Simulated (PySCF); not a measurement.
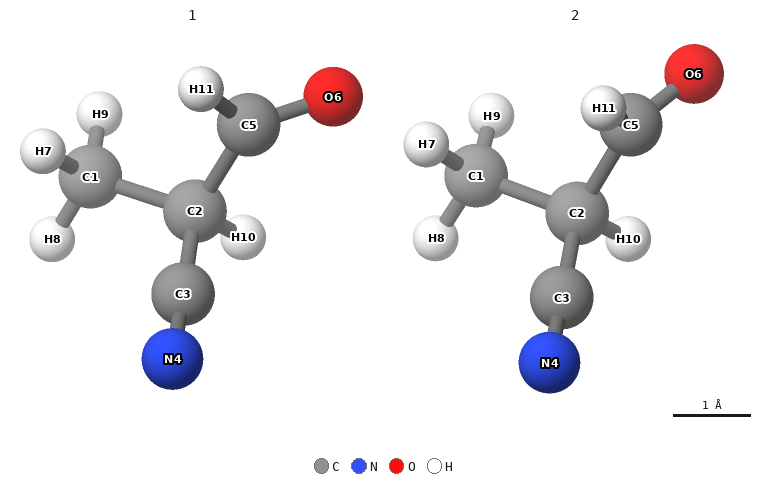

Two geometries of C4H5NO, drawn at one scale. One is the start of a relaxation, the other its converged end. Style: ball-and-stick. Shown at a tilt.

These are results of PBE0-D3(BJ)/def2-SVP geometry optimisation, gas phase in PySCF 2.14.0, density-fitted response routines, not measurements. 

> Which one is relaxed?

Structure 2 is the relaxed one. The start comes from GFN2-xTB. Over 11 geometry steps the energy falls by 1.45 kcal/mol. The largest force component goes from 1.6 to 0.017 eV/Å. The forces were under the threshold at step 8, but the run went on from there. The atom that moves furthest after the best rigid fit is O6 (0.51 Å). By element the largest moves are O 0.51 Å, H 0.45 Å, N 0.11 Å, C 0.08 Å. Near-neighbour distances that change, for instance: C3–N4 1.142 → 1.157 Å, C5–H11 1.106 → 1.120 Å, C2–C3 1.446 → 1.460 Å, C1–H7 1.088 → 1.100 Å. Among the angles between lasting bonds that change: C3–C2–C5 107.5° → 110.4°, C5–C2–H10 109.1° → 106.7°, C2–C5–O6 124.6° → 122.6°. Groups turn about C2–C5 by about 30°.
